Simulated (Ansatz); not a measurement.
# C6H12 (trans-4-Methyl-2-pentene): MP2/6-31G(d) (spherical functions)

Aim: the electronic atomisation energy of C6H12 (trans-4-Methyl-2-pentene) at MP2/6-31G* (spherical functions), from 3 runs. 

The results are computed with Ansatz 0.2.0.

32 further runs of the same task are left out: 32 set aside as unsound or not needed. Runs told in other sessions of the task aren't counted.

## 1. Starting point

C6H12: 18 atoms, total charge 0, spin state singlet. SMILES: `C/C=C/C(C)C`. The shape is that of a PBE0-D4/def2-TZVP optimisation. This is one conformer, not always the lowest.

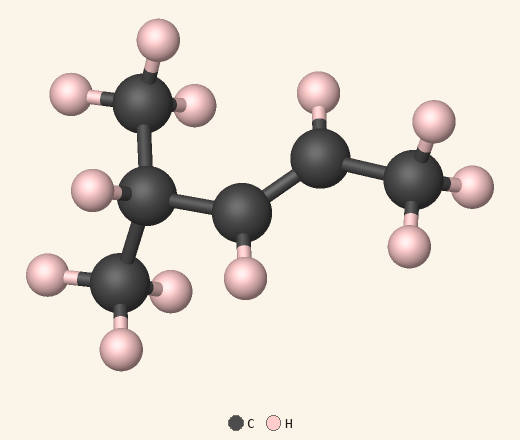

Viewed from a chosen angle; carbon dark grey, hydrogen pink.

## 2. The energy at MP2/6-31G(d) (spherical functions)

The input, run.yaml:

```yaml
crystal:
  periodic: [false, false, false]
  atoms:
    - {symbol: C, position_ang: [2.785440, 0.501100, 0.222770]}
    - {symbol: C, position_ang: [1.308970, 0.439220, 0.419050]}
    - {symbol: C, position_ang: [0.517780, -0.494560, -0.094780]}
    - {symbol: C, position_ang: [-0.970030, -0.603140, 0.053180]}
    - {symbol: C, position_ang: [-1.629650, -0.629450, -1.324850]}
    - {symbol: C, position_ang: [-1.585360, 0.474150, 0.929120]}
    - {symbol: H, position_ang: [3.139790, -0.320800, -0.402710]}
    - {symbol: H, position_ang: [3.082790, 1.442200, -0.251160]}
    - {symbol: H, position_ang: [3.314760, 0.453270, 1.180020]}
    - {symbol: H, position_ang: [0.874440, 1.225910, 1.031910]}
    - {symbol: H, position_ang: [0.973950, -1.272670, -0.708240]}
    - {symbol: H, position_ang: [-1.172020, -1.576050, 0.524800]}
    - {symbol: H, position_ang: [-1.479630, 0.324340, -1.838490]}
    - {symbol: H, position_ang: [-1.206980, -1.416970, -1.953750]}
    - {symbol: H, position_ang: [-2.705220, -0.805250, -1.241050]}
    - {symbol: H, position_ang: [-1.428260, 1.467260, 0.498050]}
    - {symbol: H, position_ang: [-1.157830, 0.471030, 1.934370]}
    - {symbol: H, position_ang: [-2.662960, 0.320400, 1.021780]}
basis:
  gaussian:
    orbitals: 6-31G_st_-spherical.json
accuracy: high
correlation:
  method: mp2
  frozen_orbitals: {C: 1, H: 0}
```

The basis set 6-31G* is read from a file made from the Basis Set Exchange's data (not shown).

On the command line:

```sh
$ ansatz run run.yaml --threads 1 --pin off --max-ram 3480MiB --events-out events.jsonl --progress --plain --runs-dir runs
```

Output:

```text
Warning: RAYON_NUM_THREADS=1 ignored (pool sized by the plan → 1); use --threads N
Functional definition: HF
  name "HF"
  exchange = exact_x
  correlation = 0
2820 factors; integrals over basis functions are off by at most 1.6e-8 eV
mean field evaluation 1: about -6368.9683 eV, gradient 3.2e1 eV
mean field evaluation 2: about -6368.9682 eV, gradient 3.2e1 eV
mean field evaluation 4: about -6372.2256 eV, gradient 3.3e0 eV
mean field evaluation 8: about -6372.2598 eV, gradient 7.3e-5 eV
mean field -6372.25980727 eV, -234.1762286442 hartree, gradient 9.2e-8 eV, S^2 0.000000; 0 other end points of the search recorded, 0 dependent functions left out
6 core orbitals not correlated: weight in the atoms' cores, before any rotation towards them, 1.000 or more for the frozen orbitals, at most 0.000 for the correlated occupied ones
reference -6372.25980727 eV, -234.1762286442 hartree; 18, 18 occupied and 84, 84 virtual orbitals, 2820 factors
second order -21.06750549 eV of doubles, -0.00000000 eV of singles
Total energy: -6393.32731275 eV, -234.9504451907 hartree
```

Run time: 4.5 s. Hardware: 1 thread of Intel Xeon 6975P-C (Granite Rapids), shared host; peak memory 0.4 GiB.

## 3. The C atom, same level

The input, run.yaml:

```yaml
crystal:
  periodic: [false, false, false]
  atoms:
    - {symbol: C, position_ang: [0.000000, 0.000000, 0.000000]}
basis:
  gaussian:
    orbitals: 6-31G_st_-spherical.json
magnetization:
  spin_polarized: true
  initial_magnetization: 2
correlation:
  method: mp2
  frozen_orbitals: {C: 1}
accuracy: high
```

The basis set 6-31G* is read from a file made from the Basis Set Exchange's data (not shown).

Run the same way, it converges to -37.73144 Eh (log not shown).

## 4. The H atom: the energy at UHF/6-31G(d) (spherical functions)

The input, job.yaml:

```yaml
crystal:
  periodic: [false, false, false]
  atoms:
    - {symbol: H, position_ang: [0.000000, 0.000000, 0.000000]}
basis:
  gaussian:
    orbitals: "6-31G*"
magnetization:
  spin_polarized: true
  initial_magnetization: 1
accuracy: high
hamiltonian:
  xc: hf
```

Run the same way, it converges to -0.49823 Eh (log not shown).

## 5. Results

At MP2/6-31G* (spherical functions), 6 core orbitals frozen:

| quantity | value |
| --- | --- |
| molecule: total energy | -234.95045 Eh |
| molecule: correlation energy (6 core orbitals frozen) | -774.2 mEh |
| C atom: total energy | -37.73144 Eh |
| C atom: correlation energy (1 core orbital frozen) | -50.9 mEh |
| C atom: ⟨S²⟩ of the reference determinant | 2.005 |
| H atom: total energy | -0.49823 Eh |
| H atom: ⟨S²⟩ | 0.750 |
| electronic atomisation energy | 70.287 eV |

In words: Taking the molecule apart into free atoms costs 70.29 eV (1621 kcal/mol), before zero-point energy and without spin-orbit coupling.
